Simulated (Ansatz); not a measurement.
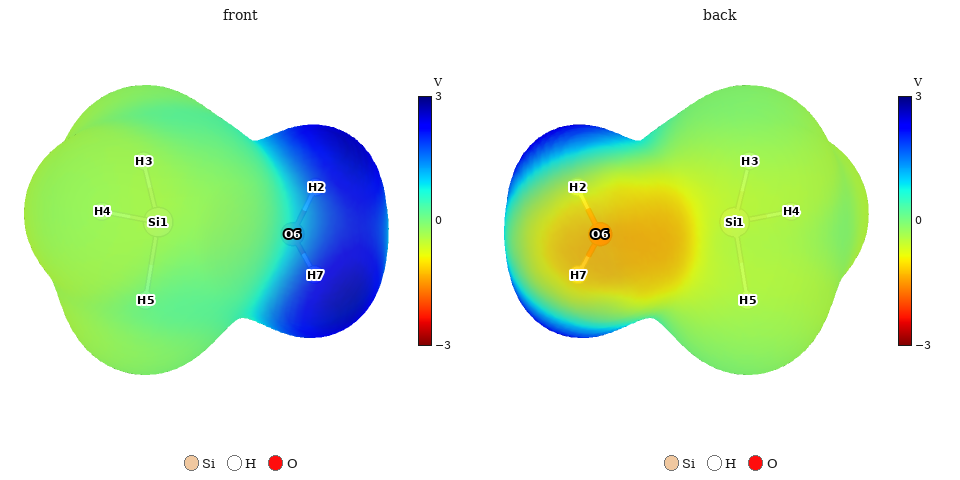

*H₃Si···H₂O (doublet). The molecular electrostatic potential painted on the density surface at 0.002 e/bohr³, seen from the front and from behind; the colour scale runs from red (negative) to blue (positive).*

Computed with UKS PBE/6-31G* (Ansatz).

The calculation's input:

```
crystal:
  periodic: [false, false, false]
  atoms:
    - { symbol: Si, position_ang: [0.00788, 0.012258, -0.103807] }
    - { symbol: H, position_ang: [0.010376, 0.017746, 1.373147] }
    - { symbol: H, position_ang: [1.421699, 0.005846, -0.597024] }
    - { symbol: H, position_ang: [-0.704333, 1.233238, -0.598099] }
    - { symbol: H, position_ang: [-0.700985, -1.215784, -0.590239] }
    - { symbol: O, position_ang: [-0.005428, -0.010061, 3.577111] }
    - { symbol: H, position_ang: [-0.542209, -0.844343, 3.56741] }
magnetization:
  spin_polarized: true
  initial_magnetization: 1
basis:
  gaussian: { orbitals: "6-31G*" }
hamiltonian:
  xc: pbe
relax:
  f_tol: 0.03
  max_steps: 50
output:
  orbitals: {}
```

Command:

```sh
ansatz run input.yaml --threads 1 --pin off --max-ram 2048MiB --backend cpu --events-out ev --progress --plain --runs-dir out
```

The fields are those of the run's last geometry, not of the input's.

**Describe the electrostatic potential map.**

The most negative region (about −1.4 V, or −32 kcal/mol for a unit charge) lies over O6, the most positive (about +2.7 V, or +62 kcal/mol for a unit charge) over H2 and H7. O6 is the likeliest acceptor of a hydrogen bond.
